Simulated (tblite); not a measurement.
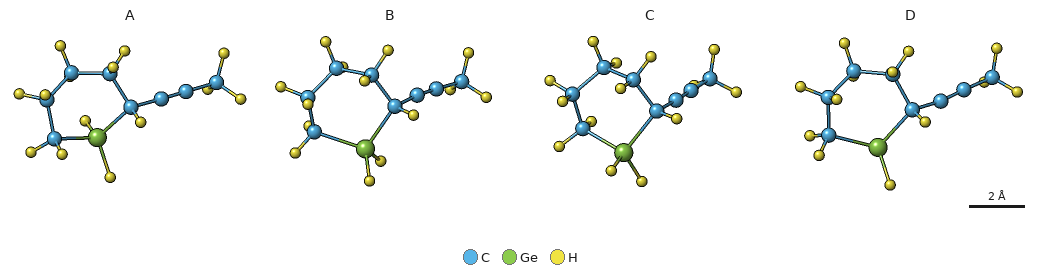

4 geometries from one relaxation of C$_{8}$H$_{14}$Ge, in shuffled order. The picture is a ball-and-stick view, seen at a tilt.

Theory: tblite 0.8.0, GFN2-xTB geometry optimisation, gas phase. 

Question: Order the frames from highest to lowest energy.

Answer: A, D, B, C. They are steps 0, 84, 142, 197, at +21.4 kcal/mol, +5.48 kcal/mol, +3.15 kcal/mol relative to the last. The atom that moves furthest after the best rigid fit is an H atom (3.01 Å). Largest moves by element: H 3.01 Å, C 1.19 Å, Ge 1.17 Å. Near-neighbour distances that change, for instance: C–Ge 2.705 → 3.220 Å, C–Ge 1.934 → 1.997 Å, C–H 1.140 → 1.095 Å, C–C 1.487 → 1.448 Å. Bond angles that change, for instance: C–Ge–H 107.2° → 113.2°, C–C–H 115.1° → 109.3°, H–C–H 114.5° → 108.8°. Groups turn about C–Ge by about 100°, C–Ge by about 95°, C–C by about 65°. The energy falls by 21.4 kcal/mol in 197 geometry steps. Cost: 1.6 s on 1 thread of Arm Neoverse V2 (shared host).
